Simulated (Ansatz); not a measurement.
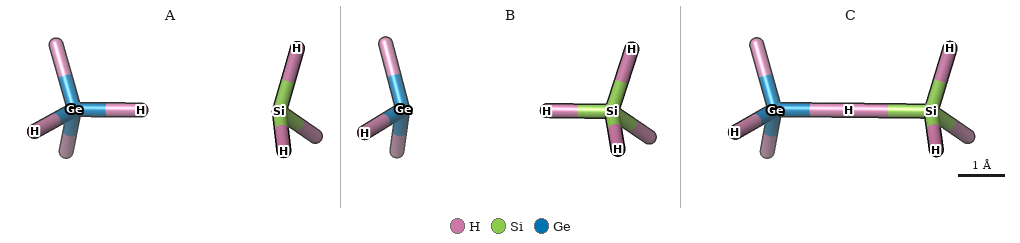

Three geometries of GeSiH$_{7}$ (multiplicity 2): a saddle point and the two relaxed ends that it joins, in shuffled order. Style: stick. Shown at a tilt. Sticks join atoms that are closer than about 1.2 times the sum of their covalent radii (a little more with hydrogen).

Stationary points at PBE0-D4/def2-TZVP, single-point energies with CCSD(T)/CBS, wB97M-V, PBE0-D4, B3LYP-D4, RPA@PBE, r2SCAN-D4 (def2-TZVPP where no basis is named; Ansatz 0.2.0). The energies are electronic, without zero-point or thermal terms, and both ends are the relaxed geometries reached downhill from the saddle, with any fragments still in contact. CCSD(T)/CBS stands for a frozen-core estimate: MP2 correlation extrapolated from def2-TZVPP and def2-QZVPP, CCSD(T) minus MP2 from the smaller set.

Q: Which frame is the transition state, what reaction does it lead through, and what barrier is to be expected?

A: Frame C is the saddle point. Counted by bonded pieces, B holds GeH₃ + SiH₄ and A holds GeH₄ + SiH₃. From B over the saddle to A, a bond forms: Ge–H (3.35 → 1.70 → 1.54 Å). A bond breaks: H–Si (1.49 → 1.91 → 3.20 Å). The saddle has one imaginary mode, 574i cm⁻¹. The end B keeps a soft imaginary mode of 58i cm⁻¹, so it isn't quite a minimum. The end A keeps a soft imaginary mode of 57i cm⁻¹, so it isn't quite a minimum. With CCSD(T)/CBS the barrier is 12.1 kcal/mol from B and 6.3 kcal/mol from A, and A lies 5.8 kcal/mol above B.

```
      level  barrier from B (kcal/mol)  barrier from A (kcal/mol)  A less B (kcal/mol)
CCSD(T)/CBS                       12.1                        6.3                  5.8
    wB97M-V                       12.7                        4.6                  8.1
    PBE0-D4                        7.7                        2.4                  5.3
   B3LYP-D4                        9.0                        2.6                  6.4
    RPA@PBE                       13.1                        7.6                  5.6
  r2SCAN-D4                        7.6                        2.5                  5.0
```

Against CCSD(T)/CBS, wB97M-V comes closest on the barrier from B (+0.6 kcal/mol) and r2SCAN-D4 misses most (−4.5 kcal/mol).

Limits of the set-up: the start holds two separate molecules, 3.3 Å apart at their closest, whose relative position is a soft coordinate.
